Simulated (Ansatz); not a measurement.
**NH₂Cl (triplet): B2PLYP, RPA-PBE over a scan of the distance Cl1–H2 along a hydrogen transfer, cc-pVTZ**

Aim: run NH₂Cl (triplet) with these functionals over a scan of the distance Cl1–H2 along a hydrogen transfer, and hold them against the top wave-function level at the same points.

Computed with Ansatz 0.2.0, Gaussian basis. Level: cc-pVTZ, all electrons in the functionals, frozen cores in the correlation of double hybrids and RPA.

To be run: B2PLYP, RPA-PBE, at 1.279 Å; 1.372 Å; 1.559 Å; 1.746 Å; 1.933 Å.

**1. The system**

The geometry derives from fragments relaxed apart (PBE0/def2-TZVP) and kept rigid, so it is no stationary point. A hydrogen atom is moved between rigid fragments.

4 atoms, charge 0, spin multiplicity 3.

Atoms are counted from 1 here; the program's logs count them from 0.

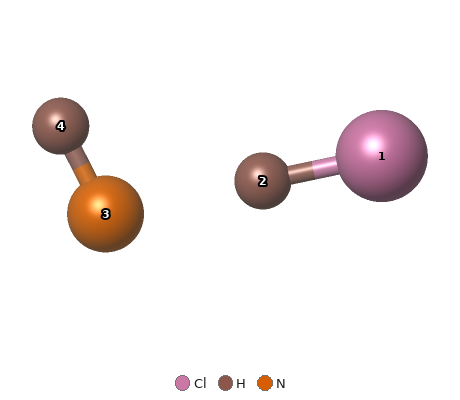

The structure; chlorine pink, hydrogen brown, nitrogen orange; atoms are numbered from 1 in the order of the file.

As a file:

```csv
atom,x (Å),y (Å),z (Å)
Cl1,-1.8735,0.2511,0.0000
H2,-0.5947,0.2511,0.0000
N3,1.0995,0.2511,0.0000
H4,1.3686,-0.7532,0.0000
```

No dispersion term is added.

The geometry shown and the zero of energy belong to the point 1.279 Å. The yardstick, UCCSDT(Q), and other wave-function levels (R restricted, U unrestricted, valence and pair active spaces) come from earlier runs.

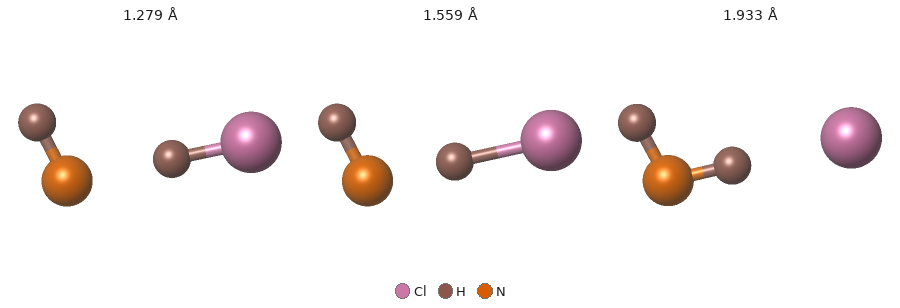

Three points of the scan; sticks are drawn by distance.

**2. B2PLYP, 1.279 Å**

Contents of in.yaml:

```yaml
crystal:
  periodic: [false, false, false]
  atoms:
    - {symbol: Cl, position_ang: [-1.873470, 0.251057, 0.000000]}
    - {symbol: H, position_ang: [-0.594670, 0.251057, 0.000000]}
    - {symbol: N, position_ang: [1.099530, 0.251057, 0.000000]}
    - {symbol: H, position_ang: [1.368611, -0.753170, 0.000000]}
basis:
  gaussian: {orbitals: cc-pVTZ}
magnetization: {spin_polarized: true, initial_magnetization: 2}
hamiltonian: {xc: {name: B2PLYP}}
correlation: {electrons: outside_noble_gas}
```

Started as:

```bash
$ ansatz run in.yaml --threads 2 --pin off --events-out ev --progress --plain --max-ram 24576MiB --backend cuda --devices 0, --max-vram 18GiB
```

Output:

```text
Functional definition: B2PLYP
  name "B2PLYP"
  cite "Grimme, J. Chem. Phys. 124, 034108 (2006) doi:10.1063/1.2148954"
  cite "Becke, Phys. Rev. A 38, 3098 (1988) doi:10.1103/PhysRevA.38.3098"
  cite "Lee, Yang & Parr, Phys. Rev. B 37, 785 (1988) doi:10.1103/PhysRevB.37.785"
  parameter a = 0.53
  parameter c = 0.27
  exchange = (1 - a)*b88_x + a*exact_x
  correlation = (1 - c)*lyp_c + c*(mp2_os + mp2_ss)
536 factors; integrals over basis functions are off by at most 1.3e-3 eV
mean field evaluation 1: about -14034.3405 eV, gradient 1.1e1 eV
mean field evaluation 2: about -14034.3676 eV, gradient 1.1e1 eV
mean field evaluation 4: about -14035.0871 eV, gradient 1.3e0 eV
mean field evaluation 8: about -14035.1045 eV, gradient 5.6e-2 eV
mean field evaluation 16: about -14035.1046 eV, gradient 6.7e-4 eV
mean field -14035.10455836 eV, -515.7805791843 hartree, gradient 4.9e-6 eV, S^2 2.009388; 0 other end points of the search recorded, 0 dependent functions left out
6 core orbitals not correlated: weight in the atoms' cores, before any rotation towards them, 1.000 or more for the frozen orbitals, at most 0.000 for the correlated occupied ones
reference -14035.10467681 eV, -515.7805835373 hartree; 8, 6 occupied and 78, 80 virtual orbitals, 536 factors
second order -11.38502138 eV of doubles, -0.00000000 eV of singles
Total energy: -14038.17863259 eV, -515.8935493283 hartree
```

It took 6.5 s on 1 × H100 (card shared with other runs) with 2 threads of AMD EPYC 7R13, shared host; peak host memory 0.78 GiB.

From the report: ⟨S²⟩ of the determinant 2.009 (pure triplet: 2.00).

**3. B2PLYP, 1.372 Å**

Contents of in.yaml:

```yaml
crystal:
  periodic: [false, false, false]
  atoms:
    - {symbol: Cl, position_ang: [-1.896770, 0.251057, 0.000000]}
    - {symbol: H, position_ang: [-0.524770, 0.251057, 0.000000]}
    - {symbol: N, position_ang: [1.076230, 0.251057, 0.000000]}
    - {symbol: H, position_ang: [1.345311, -0.753170, 0.000000]}
basis:
  gaussian: {orbitals: cc-pVTZ}
magnetization: {spin_polarized: true, initial_magnetization: 2}
hamiltonian: {xc: {name: B2PLYP}}
correlation: {electrons: outside_noble_gas}
```

Launched as before.

Output (excerpt; [...] marks lines left out):

```text
Functional definition: B2PLYP
  name "B2PLYP"
  cite "Grimme, J. Chem. Phys. 124, 034108 (2006) doi:10.1063/1.2148954"
  cite "Becke, Phys. Rev. A 38, 3098 (1988) doi:10.1103/PhysRevA.38.3098"
  cite "Lee, Yang & Parr, Phys. Rev. B 37, 785 (1988) doi:10.1103/PhysRevB.37.785"
[...]
536 factors; integrals over basis functions are off by at most 1.1e-3 eV
[...]
mean field -14035.01461444 eV, -515.7772738062 hartree, gradient 8.4e-6 eV, S^2 2.011330; 0 other end points of the search recorded, 0 dependent functions left out
6 core orbitals not correlated: weight in the atoms' cores, before any rotation towards them, 1.000 or more for the frozen orbitals, at most 0.000 for the correlated occupied ones
reference -14035.01473282 eV, -515.7772781564 hartree; 8, 6 occupied and 78, 80 virtual orbitals, 536 factors
second order -11.50947665 eV of doubles, -0.00000000 eV of singles
Total energy: -14038.12229151 eV, -515.8914788320 hartree
```

Wall time 6.5 s (1 × H100 (card shared with other runs) with 2 threads of AMD EPYC 7R13, shared host); peak host memory 0.78 GiB.

From the report: ⟨S²⟩ of the determinant 2.011 (pure triplet: 2.00).

From 1.279 Å: +0.056 eV.

**4. B2PLYP, 1.559 Å**

Contents of in.yaml:

```yaml
crystal:
  periodic: [false, false, false]
  atoms:
    - {symbol: Cl, position_ang: [-1.943520, 0.251057, 0.000000]}
    - {symbol: H, position_ang: [-0.384520, 0.251057, 0.000000]}
    - {symbol: N, position_ang: [1.029480, 0.251057, 0.000000]}
    - {symbol: H, position_ang: [1.298561, -0.753170, 0.000000]}
basis:
  gaussian: {orbitals: cc-pVTZ}
magnetization: {spin_polarized: true, initial_magnetization: 2}
hamiltonian: {xc: {name: B2PLYP}}
correlation: {electrons: outside_noble_gas}
```

Launched as before.

Output (excerpt; [...] marks lines left out):

```text
Functional definition: B2PLYP
  name "B2PLYP"
  cite "Grimme, J. Chem. Phys. 124, 034108 (2006) doi:10.1063/1.2148954"
  cite "Becke, Phys. Rev. A 38, 3098 (1988) doi:10.1103/PhysRevA.38.3098"
  cite "Lee, Yang & Parr, Phys. Rev. B 37, 785 (1988) doi:10.1103/PhysRevB.37.785"
[...]
539 factors; integrals over basis functions are off by at most 1.2e-3 eV
[...]
mean field -14034.60345453 eV, -515.7621639580 hartree, gradient 8.2e-6 eV, S^2 2.025526; 0 other end points of the search recorded, 0 dependent functions left out
6 core orbitals not correlated: weight in the atoms' cores, before any rotation towards them, 1.000 or more for the frozen orbitals, at most 0.000 for the correlated occupied ones
reference -14034.60357285 eV, -515.7621683063 hartree; 8, 6 occupied and 78, 80 virtual orbitals, 539 factors
second order -11.82615419 eV of doubles, -0.00000000 eV of singles
Total energy: -14037.79663448 eV, -515.8795111570 hartree
```

Wall time 6.5 s (1 × H100 (card shared with other runs) with 2 threads of AMD EPYC 7R13, shared host); peak host memory 0.78 GiB.

From the report: ⟨S²⟩ of the determinant 2.026 (pure triplet: 2.00).

From 1.279 Å: +0.382 eV.

**5. B2PLYP, 1.746 Å**

Contents of in.yaml:

```yaml
crystal:
  periodic: [false, false, false]
  atoms:
    - {symbol: Cl, position_ang: [-1.990270, 0.251057, 0.000000]}
    - {symbol: H, position_ang: [-0.244270, 0.251057, 0.000000]}
    - {symbol: N, position_ang: [0.982730, 0.251057, 0.000000]}
    - {symbol: H, position_ang: [1.251811, -0.753170, 0.000000]}
basis:
  gaussian: {orbitals: cc-pVTZ}
magnetization: {spin_polarized: true, initial_magnetization: 2}
hamiltonian: {xc: {name: B2PLYP}}
correlation: {electrons: outside_noble_gas}
```

Launched as before.

Output (excerpt; [...] marks lines left out):

```text
Functional definition: B2PLYP
  name "B2PLYP"
  cite "Grimme, J. Chem. Phys. 124, 034108 (2006) doi:10.1063/1.2148954"
  cite "Becke, Phys. Rev. A 38, 3098 (1988) doi:10.1103/PhysRevA.38.3098"
  cite "Lee, Yang & Parr, Phys. Rev. B 37, 785 (1988) doi:10.1103/PhysRevB.37.785"
[...]
537 factors; integrals over basis functions are off by at most 1.2e-3 eV
[...]
mean field -14034.50839868 eV, -515.7586707202 hartree, gradient 5.3e-6 eV, S^2 2.037235; 4 other end points of the search recorded, 0 dependent functions left out
6 core orbitals not correlated: weight in the atoms' cores, before any rotation towards them, 1.000 or more for the frozen orbitals, at most 0.000 for the correlated occupied ones
reference -14034.50851815 eV, -515.7586751104 hartree; 8, 6 occupied and 78, 80 virtual orbitals, 537 factors
second order -12.05723214 eV of doubles, -0.00000000 eV of singles
Total energy: -14037.76397083 eV, -515.8783107897 hartree
```

It took 9.5 s on 1 × H100 (card shared with other runs) with 2 threads of AMD EPYC 7R13, shared host; peak host memory 0.78 GiB.

From the report: ⟨S²⟩ of the determinant 2.037 (pure triplet: 2.00).

From 1.279 Å: +0.415 eV.

**6. B2PLYP, 1.933 Å**

Contents of in.yaml:

```yaml
crystal:
  periodic: [false, false, false]
  atoms:
    - {symbol: Cl, position_ang: [-2.037020, 0.251057, 0.000000]}
    - {symbol: H, position_ang: [-0.104020, 0.251057, 0.000000]}
    - {symbol: N, position_ang: [0.935980, 0.251057, 0.000000]}
    - {symbol: H, position_ang: [1.205061, -0.753170, 0.000000]}
basis:
  gaussian: {orbitals: cc-pVTZ}
magnetization: {spin_polarized: true, initial_magnetization: 2}
hamiltonian: {xc: {name: B2PLYP}}
correlation: {electrons: outside_noble_gas}
```

The command is unchanged.

Output (excerpt; [...] marks lines left out):

```text
Functional definition: B2PLYP
  name "B2PLYP"
  cite "Grimme, J. Chem. Phys. 124, 034108 (2006) doi:10.1063/1.2148954"
  cite "Becke, Phys. Rev. A 38, 3098 (1988) doi:10.1103/PhysRevA.38.3098"
  cite "Lee, Yang & Parr, Phys. Rev. B 37, 785 (1988) doi:10.1103/PhysRevB.37.785"
[...]
538 factors; integrals over basis functions are off by at most 1.2e-3 eV
[...]
mean field -14034.75037082 eV, -515.7675630323 hartree, gradient 7.2e-6 eV, S^2 2.016561; 5 other end points of the search recorded, 0 dependent functions left out
6 core orbitals not correlated: weight in the atoms' cores, before any rotation towards them, 1.000 or more for the frozen orbitals, at most 0.000 for the correlated occupied ones
reference -14034.75049210 eV, -515.7675674891 hartree; 8, 6 occupied and 78, 80 virtual orbitals, 538 factors
second order -11.74657577 eV of doubles, -0.00000000 eV of singles
Total energy: -14037.92206756 eV, -515.8841207374 hartree
```

Wall time 12 s (1 × H100 (card shared with other runs) with 2 threads of AMD EPYC 7R13, shared host); peak host memory 0.78 GiB.

From the report: ⟨S²⟩ of the determinant 2.017 (pure triplet: 2.00).

From 1.279 Å: +0.257 eV.

**7. RPA-PBE, 1.279 Å**

Contents of in.yaml:

```yaml
crystal:
  periodic: [false, false, false]
  atoms:
    - {symbol: Cl, position_ang: [-1.873470, 0.251057, 0.000000]}
    - {symbol: H, position_ang: [-0.594670, 0.251057, 0.000000]}
    - {symbol: N, position_ang: [1.099530, 0.251057, 0.000000]}
    - {symbol: H, position_ang: [1.368611, -0.753170, 0.000000]}
basis:
  gaussian: {orbitals: cc-pVTZ}
magnetization: {spin_polarized: true, initial_magnetization: 2}
hamiltonian: {xc: {name: PBE}}
correlation: {method: rpa, electrons: outside_noble_gas}
```

Launched as before.

Output (excerpt; [...] marks lines left out):

```text
Functional definition: PBE
  name "PBE"
  cite "Perdew, Burke & Ernzerhof, Phys. Rev. Lett. 77, 3865 (1996) doi:10.1103/PhysRevLett.77.3865"
  parent pbe
[...]
536 factors; integrals over basis functions are off by at most 1.3e-3 eV
[...]
mean field -14035.81245189 eV, -515.8065937915 hartree, gradient 6.6e-6 eV, S^2 2.005061; 0 other end points of the search recorded, 0 dependent functions left out
6 core orbitals not correlated: weight in the atoms' cores, before any rotation towards them, 1.000 or more for the frozen orbitals, at most 0.000 for the correlated occupied ones
reference -14015.38772294 eV, -515.0559988471 hartree; 8, 6 occupied and 78, 80 virtual orbitals, 536 factors
Total energy: -14032.12905802 eV, -515.6712315634 hartree
```

It took 12 s on 1 × H100 (card shared with other runs) with 2 threads of AMD EPYC 7R13, shared host; peak host memory 0.86 GiB.

From the report: ⟨S²⟩ of the determinant 2.005 (pure triplet: 2.00).

**8. RPA-PBE, 1.372 Å**

Contents of in.yaml:

```yaml
crystal:
  periodic: [false, false, false]
  atoms:
    - {symbol: Cl, position_ang: [-1.896770, 0.251057, 0.000000]}
    - {symbol: H, position_ang: [-0.524770, 0.251057, 0.000000]}
    - {symbol: N, position_ang: [1.076230, 0.251057, 0.000000]}
    - {symbol: H, position_ang: [1.345311, -0.753170, 0.000000]}
basis:
  gaussian: {orbitals: cc-pVTZ}
magnetization: {spin_polarized: true, initial_magnetization: 2}
hamiltonian: {xc: {name: PBE}}
correlation: {method: rpa, electrons: outside_noble_gas}
```

Launched as before.

Output (excerpt; [...] marks lines left out):

```text
Functional definition: PBE
  name "PBE"
  cite "Perdew, Burke & Ernzerhof, Phys. Rev. Lett. 77, 3865 (1996) doi:10.1103/PhysRevLett.77.3865"
  parent pbe
[...]
536 factors; integrals over basis functions are off by at most 1.1e-3 eV
[...]
mean field -14035.84758191 eV, -515.8078847961 hartree, gradient 6.1e-6 eV, S^2 2.005488; 4 other end points of the search recorded, 0 dependent functions left out
6 core orbitals not correlated: weight in the atoms' cores, before any rotation towards them, 1.000 or more for the frozen orbitals, at most 0.000 for the correlated occupied ones
reference -14015.12719657 eV, -515.0464246797 hartree; 8, 6 occupied and 78, 80 virtual orbitals, 536 factors
Total energy: -14032.04371141 eV, -515.6680951335 hartree
```

Run time: 12 s. Hardware: 1 × H100 (card shared with other runs) with 2 threads of AMD EPYC 7R13, shared host; peak host memory 0.87 GiB.

From the report: ⟨S²⟩ of the determinant 2.005 (pure triplet: 2.00).

From 1.279 Å: +0.085 eV.

**9. RPA-PBE, 1.559 Å**

Contents of in.yaml:

```yaml
crystal:
  periodic: [false, false, false]
  atoms:
    - {symbol: Cl, position_ang: [-1.943520, 0.251057, 0.000000]}
    - {symbol: H, position_ang: [-0.384520, 0.251057, 0.000000]}
    - {symbol: N, position_ang: [1.029480, 0.251057, 0.000000]}
    - {symbol: H, position_ang: [1.298561, -0.753170, 0.000000]}
basis:
  gaussian: {orbitals: cc-pVTZ}
magnetization: {spin_polarized: true, initial_magnetization: 2}
hamiltonian: {xc: {name: PBE}}
correlation: {method: rpa, electrons: outside_noble_gas}
```

The command is unchanged.

Output (excerpt; [...] marks lines left out):

```text
Functional definition: PBE
  name "PBE"
  cite "Perdew, Burke & Ernzerhof, Phys. Rev. Lett. 77, 3865 (1996) doi:10.1103/PhysRevLett.77.3865"
  parent pbe
[...]
539 factors; integrals over basis functions are off by at most 1.2e-3 eV
[...]
mean field -14035.72867362 eV, -515.8035149969 hartree, gradient 3.5e-6 eV, S^2 2.007406; 7 other end points of the search recorded, 0 dependent functions left out
6 core orbitals not correlated: weight in the atoms' cores, before any rotation towards them, 1.000 or more for the frozen orbitals, at most 0.000 for the correlated occupied ones
reference -14014.33450860 eV, -515.0172939338 hartree; 8, 6 occupied and 78, 80 virtual orbitals, 539 factors
Total energy: -14031.73252941 eV, -515.6566594059 hartree
```

Wall time 15 s (1 × H100 (card shared with other runs) with 2 threads of AMD EPYC 7R13, shared host); peak host memory 0.87 GiB.

From the report: ⟨S²⟩ of the determinant 2.007 (pure triplet: 2.00).

From 1.279 Å: +0.397 eV.

**10. RPA-PBE, 1.746 Å**

Contents of in.yaml:

```yaml
crystal:
  periodic: [false, false, false]
  atoms:
    - {symbol: Cl, position_ang: [-1.990270, 0.251057, 0.000000]}
    - {symbol: H, position_ang: [-0.244270, 0.251057, 0.000000]}
    - {symbol: N, position_ang: [0.982730, 0.251057, 0.000000]}
    - {symbol: H, position_ang: [1.251811, -0.753170, 0.000000]}
basis:
  gaussian: {orbitals: cc-pVTZ}
magnetization: {spin_polarized: true, initial_magnetization: 2}
hamiltonian: {xc: {name: PBE}}
correlation: {method: rpa, electrons: outside_noble_gas}
```

Same command.

Output (excerpt; [...] marks lines left out):

```text
Functional definition: PBE
  name "PBE"
  cite "Perdew, Burke & Ernzerhof, Phys. Rev. Lett. 77, 3865 (1996) doi:10.1103/PhysRevLett.77.3865"
  parent pbe
[...]
537 factors; integrals over basis functions are off by at most 1.2e-3 eV
[...]
mean field -14035.79005906 eV, -515.8057708701 hartree, gradient 7.0e-6 eV, S^2 2.007709; 12 other end points of the search recorded, 0 dependent functions left out
6 core orbitals not correlated: weight in the atoms' cores, before any rotation towards them, 1.000 or more for the frozen orbitals, at most 0.000 for the correlated occupied ones
reference -14014.05047797 eV, -515.0068560006 hartree; 8, 6 occupied and 78, 80 virtual orbitals, 537 factors
Total energy: -14031.80693498 eV, -515.6593937603 hartree
```

It took 24 s on 1 × H100 (card shared with other runs) with 2 threads of AMD EPYC 7R13, shared host; peak host memory 0.87 GiB.

From the report: ⟨S²⟩ of the determinant 2.008 (pure triplet: 2.00).

From 1.279 Å: +0.322 eV.

**11. RPA-PBE, 1.933 Å**

Contents of in.yaml:

```yaml
crystal:
  periodic: [false, false, false]
  atoms:
    - {symbol: Cl, position_ang: [-2.037020, 0.251057, 0.000000]}
    - {symbol: H, position_ang: [-0.104020, 0.251057, 0.000000]}
    - {symbol: N, position_ang: [0.935980, 0.251057, 0.000000]}
    - {symbol: H, position_ang: [1.205061, -0.753170, 0.000000]}
basis:
  gaussian: {orbitals: cc-pVTZ}
magnetization: {spin_polarized: true, initial_magnetization: 2}
hamiltonian: {xc: {name: PBE}}
correlation: {method: rpa, electrons: outside_noble_gas}
```

Launched as before.

Output (excerpt; [...] marks lines left out):

```text
Functional definition: PBE
  name "PBE"
  cite "Perdew, Burke & Ernzerhof, Phys. Rev. Lett. 77, 3865 (1996) doi:10.1103/PhysRevLett.77.3865"
  parent pbe
[...]
538 factors; integrals over basis functions are off by at most 1.2e-3 eV
[...]
mean field -14035.84218546 eV, -515.8076864800 hartree, gradient 2.9e-6 eV, S^2 2.005864; 13 other end points of the search recorded, 0 dependent functions left out
6 core orbitals not correlated: weight in the atoms' cores, before any rotation towards them, 1.000 or more for the frozen orbitals, at most 0.000 for the correlated occupied ones
reference -14014.26594722 eV, -515.0147743497 hartree; 8, 6 occupied and 78, 80 virtual orbitals, 538 factors
Total energy: -14032.01503973 eV, -515.6670414686 hartree
```

Run time: 24 s. Hardware: 1 × H100 (card shared with other runs) with 2 threads of AMD EPYC 7R13, shared host; peak host memory 0.86 GiB.

From the report: ⟨S²⟩ of the determinant 2.006 (pure triplet: 2.00).

From 1.279 Å: +0.114 eV.

**12. Against the wave-function levels**

The yardstick is UCCSDT(Q), where the cluster series has nearly closed. It comes from earlier runs at the same points. Energies in eV, counted from 1.279 Å; blanks weren't run or aren't comparable.

```csv
level,1.279 Å,1.372 Å,1.559 Å,1.746 Å,1.933 Å
UCCSDT(Q),0.000,0.085,0.487,0.586,0.390
B2PLYP,0.000,0.056,0.382,0.415,0.257
RPA-PBE,0.000,0.085,0.397,0.322,0.114
```

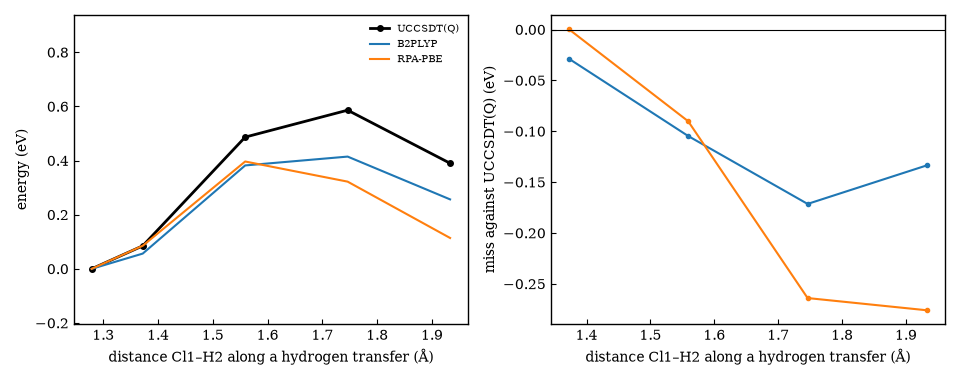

Left: the curves (the axis may cut off levels that run far away). Right: misses against UCCSDT(Q), in the same colours.

Largest miss and mean time a point (UCCSDT(Q) took 50 s a point; shared hosts):

```csv
level,largest miss (eV),where,time a point
B2PLYP,-0.171,1.746 Å,8.1 s
RPA-PBE,-0.276,1.933 Å,17 s
```

**13. Summary of results**

| quantity | value |
| --- | --- |
| span of the UCCSDT(Q) curve | 0.586 eV |
| largest miss, B2PLYP | -0.171 eV (1.746 Å) |
| largest miss, RPA-PBE | -0.276 eV (1.933 Å) |

**Reading.** Of the functionals, B2PLYP keep the smallest largest miss at the points compared (at most 0.171 eV) and RPA-PBE strays most (0.276 eV, at 1.933 Å). Functionals and the yardstick converge differently with the basis, so part of each miss in cc-pVTZ is the basis.
